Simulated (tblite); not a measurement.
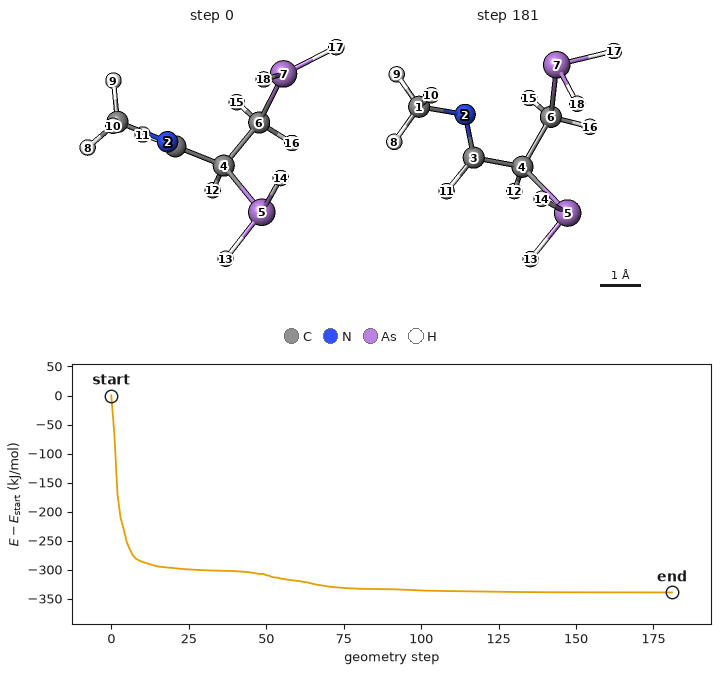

First and last geometry of a relaxation of C₄H₁₁As₂N, with the history of the run. The picture is a ball-and-stick view, seen at a tilt.

Method: GFN2-xTB geometry optimisation, gas phase (tblite 0.8.0). 

What do the curves and the structures tell?

It converged. Over 181 geometry steps the energy falls by 339.2 kJ/mol. The largest move after the best rigid fit is that of H11, 1.69 Å. Largest moves by element: H 1.69 Å, N 0.90 Å, As 0.68 Å, C 0.46 Å. Some distances before and after: N2–As7 3.596 → 2.669 Å, As5–As7 3.597 → 3.791 Å, C6–As7 1.907 → 1.982 Å, As5–H14 1.572 → 1.502 Å. Bond angles that change, for instance: H17–As7–H18 117.8° → 88.0°, C6–As7–H17 118.8° → 93.8°, H13–As5–H14 113.1° → 88.6°. Groups turn about C3–C4 by about 80°, C1–N2 by about 50°.
